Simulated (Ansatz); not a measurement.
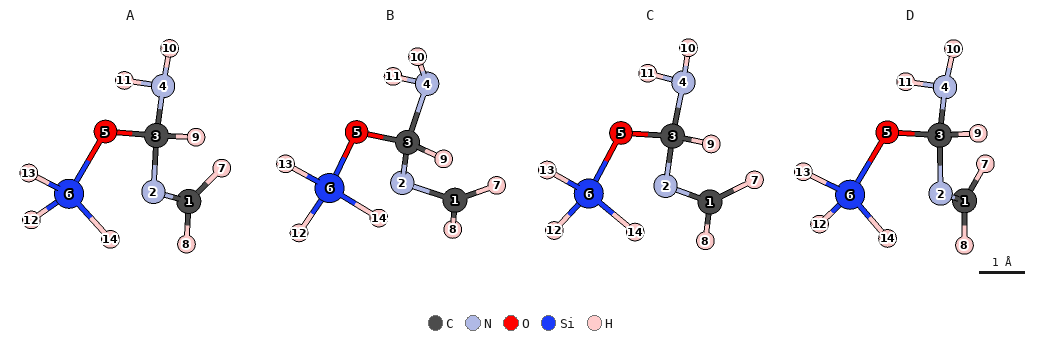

4 geometries from one relaxation of C2H8N2OSi, in shuffled order. A ball-and-stick model, seen from a free direction.

The run prepares an end point of a later path (hydrogen shift) calculation, from a guessed geometry.

Computed with RKS PBE0-D4/def2-SVP in Ansatz 0.2.0. Settings: no spin polarisation; force threshold 0.02 eV/Å; at most 50 steps.

Question: Order the frames from highest to lowest energy.

Answer: B, C, A, D. They are steps 0, 6, 12, 23, at +86.3 kJ/mol, +14.9 kJ/mol, +3.63 kJ/mol relative to the last. After 18 accepted moves (23 points after the start) the energy has fallen by 86.3 kJ/mol. The largest force component goes from 5.3 to 0.014 eV/Å. The line search rejected the trial steps at points 2, 10, 15, 17, 19 of the run. The atom that moves furthest after the best rigid fit is H7 (1.15 Å). By element the largest moves are H 1.15 Å, N 0.94 Å, C 0.45 Å, O 0.39 Å, Si 0.26 Å. Near-neighbour distances that change, for instance: N2–Si6 3.258 → 2.713 Å, C1–N2 1.339 → 1.262 Å, N4–H11 1.082 → 1.020 Å, N4–H10 0.960 → 1.017 Å. Bond angles that change, for instance: C3–N4–H11 97.3° → 109.3°, N2–C3–O5 117.4° → 106.6°, N4–C3–O5 105.0° → 112.6°. Groups turn about N2–C3 by about 50°, C3–O5 by about 45°, C3–N4 by about 30°.
